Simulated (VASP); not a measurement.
Data:

```yaml
crystal:
  lattice:
    - [4.39925, 0.00000, 0.00000]
    - [0.00000, 4.39925, 0.00000]
    - [0.00000, 0.00000, 4.39925]
  atoms:
    - { symbol: Mg, position: [0.00000, 0.00000, 0.00000] }
    - { symbol: Mg, position: [0.50000, 0.50000, 0.00000] }
    - { symbol: Mg, position: [0.50000, 0.00000, 0.50000] }
    - { symbol: O, position: [0.50000, 0.50000, 0.50000] }
    - { symbol: O, position: [0.00000, 0.00000, 0.50000] }
    - { symbol: O, position: [0.00000, 0.50000, 0.00000] }
    - { symbol: O, position: [0.50000, 0.00000, 0.00000] }
    - { symbol: Ca, position: [0.00000, 0.50000, 0.50000] }
```

Calculation: PBEsol GGA, VASP's PBE PAW potentials (set 64) (plane waves; VASP). Run with 520 eV cut-off, 6×6×6 Γ-centred mesh, tetrahedra with Blöchl corrections, potentials Mg O Ca_sv.

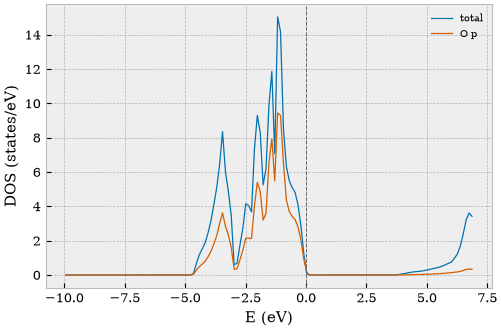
*Total and projected density of states, zero at the valence-band maximum*

Within 2 eV below the valence-band maximum the largest weight inside VASP's projection spheres is O p.

The gap is direct, 3.48 eV, from the valence maximum at Γ to the conduction minimum at Γ.

The structure was generated: CaMg3O4 was put into an ordered model structure (Pm-3m), which need not be its known phase. It was relaxed first.
